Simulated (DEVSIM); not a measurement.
System: Schottky contact on n-type Si, at 300 K.

```tsv
layer (left to right)	material	thickness (μm)	Nd (cm⁻³)	τn (s)	τp (s)
1	Si	20.0	2.7e17	1e-6	1e-6
2	Si	2.40	6.7e17	1e-6	1e-6
```

Left contact: Schottky, work function 4.74 eV, emission velocity 6.8e6 cm/s. Right contact: ohmic. Voltage is applied to the left contact. Recombination: SRH at mid-gap, Auger. Mobility is μmin + (μ − μmin)/(1 + (N/Nref)^α).

Constants are typed, rounded textbook-type inputs, not results; the design itself was drawn at random and stands for no fabricated device. Values at 300 K.

```
parameter           Si
-------------  -------
gap (eV)         1.124
affinity (eV)     4.05
permittivity      11.7
Nc (cm⁻³)      2.86e19
Nv (cm⁻³)       3.1e19
μn (cm²/Vs)       1417
μp (cm²/Vs)        470
μn,min              52
μp,min              45
Nref,n          9.7e16
Nref,p          2.2e17
αn                0.68
αp                0.72
Cn (cm⁶/s)     2.8e-31
Cp (cm⁶/s)     9.9e-32
```

Model (solved in DEVSIM): 1D drift-diffusion, Boltzmann statistics, complete ionisation; no tunnelling, impact ionisation, image-force lowering or self-heating. Metal contacts follow the ideal Schottky-Mott rule: no Fermi-level pinning, no interface dipoles.

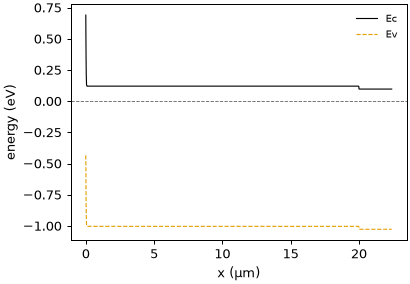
Fig. 1. Band edges at zero bias

Energies count from the Fermi level of the right contact; mesh points crowd at the junctions.

```tsv
x (μm)	Ec (eV)	Ev (eV)	n (cm⁻³)	p (cm⁻³)	field (V/cm)
0.000	0.690	-0.434	7.3e7	1.6e12	-210000
0.03252	0.218	-0.906	6.3e15	18000	-78000
0.1145	0.121	-1.004	2.7e17	430	≈ 0
0.3019	0.121	-1.004	2.7e17	430	≈ 0
1.038	0.121	-1.004	2.7e17	430	≈ 0
2.577	0.121	-1.004	2.7e17	430	≈ 0
6.093	0.121	-1.004	2.7e17	430	≈ 0
14.80	0.121	-1.004	2.7e17	430	≈ 0
17.80	0.121	-1.004	2.7e17	430	≈ 0
19.12	0.121	-1.004	2.7e17	430	≈ 0
19.64	0.121	-1.004	2.7e17	430	≈ 0
19.91	0.121	-1.004	2.7e17	430	≈ 0
19.97	0.120	-1.004	2.7e17	420	-570
20.00	0.102	-1.022	5.4e17	210	-11000
20.06	0.097	-1.027	6.7e17	170	≈ 0
20.18	0.097	-1.027	6.7e17	170	≈ 0
20.45	0.097	-1.027	6.7e17	170	≈ 0
21.11	0.097	-1.027	6.7e17	170	≈ 0
21.99	0.097	-1.027	6.7e17	170	≈ 0
22.25	0.097	-1.027	6.7e17	170	≈ 0
22.35	0.097	-1.027	6.7e17	170	≈ 0
22.40	0.097	-1.027	6.7e17	170	≈ 0
```
